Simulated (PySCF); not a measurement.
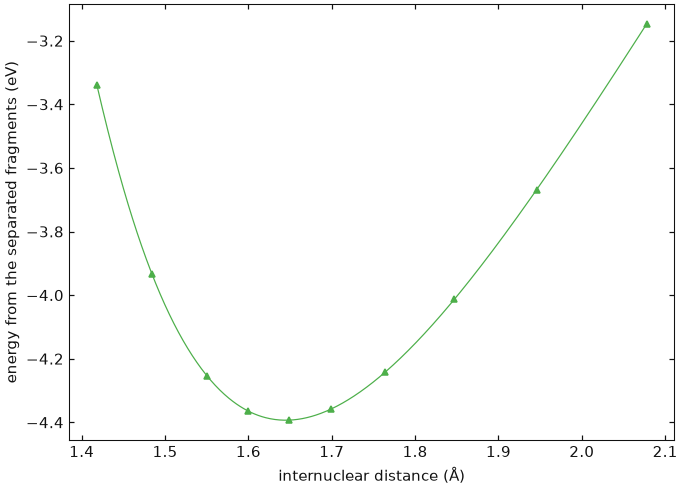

Bond curve of CCl, doublet (excess alpha electrons: πx +1). PBE0/def2-TZVPP in PySCF 2.14.0, UKS. One reference determinant with the occupation held, the lowest that a PBE0 search over spins and occupations found; no spin-orbit coupling. Zero is the separated fragments in their ground configurations, without counterpoise. 2 further points of the run are not drawn.

### What constants does a Dunham fit to the curve give (main isotopes)?

re = 1.645 Å, ωe = 892 cm⁻¹, ωexe = 5.1 cm⁻¹, De = 4.39 eV, Be = 0.698 cm⁻¹.

### How much does zero-point motion take off the well depth?

0.055 eV (445 cm⁻¹): De = 4.39 eV, D0 = 4.34 eV.

### Give the computed points.

```csv
r (Å),E (eV)
1.418,−3.34
1.484,−3.93
1.550,−4.25
1.600,−4.36
1.649,−4.39
1.699,−4.36
1.764,−4.24
1.847,−4.01
1.946,−3.67
2.078,−3.15
```

Note: lowest determinant of a PBE0 search, another state may lie lower.
